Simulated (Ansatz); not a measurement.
Formation energy of the bound charge states of Ni_Si in 4H silicon carbide (start: the Si(h) site; 96-site cell, 2×2×2 shifted sampling) against the Fermi level, C-rich (Δμ(Si) = -0.41 eV, Δμ(Ni) = -0.62 eV, bounded by SiNi2 (Pnma); only phases computed here count, gases as isolated molecules at 0 K). Calculation: PBE, PAW (plane waves to 420 eV; Ansatz, an electronic-structure program).

Details: 96-site cell; 2×2×2 shifted k-points; host gap 2.23 eV; charged states image-corrected; no Hubbard U; energies good to tenths of an eV; flagged in the runs: a host whose relaxation on this sampling wasn't shown to rest.

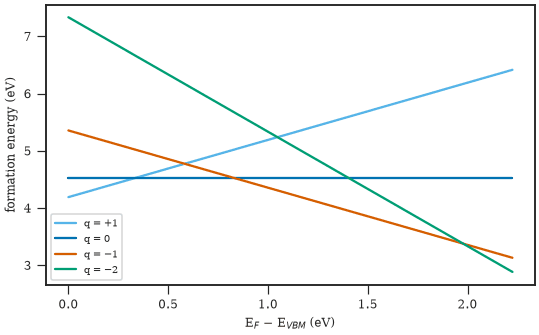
Figure. Formation energy of each charge state against the Fermi level

Crossings of the lowest lines: (+1/0) at 0.33 eV; (0/−1) at 0.83 eV; (−1/−2) at 1.98 eV. At the valence-band maximum: q = +1: 4.19 eV; q = 0: 4.52 eV; q = −1: 5.36 eV; q = −2: 7.33 eV.
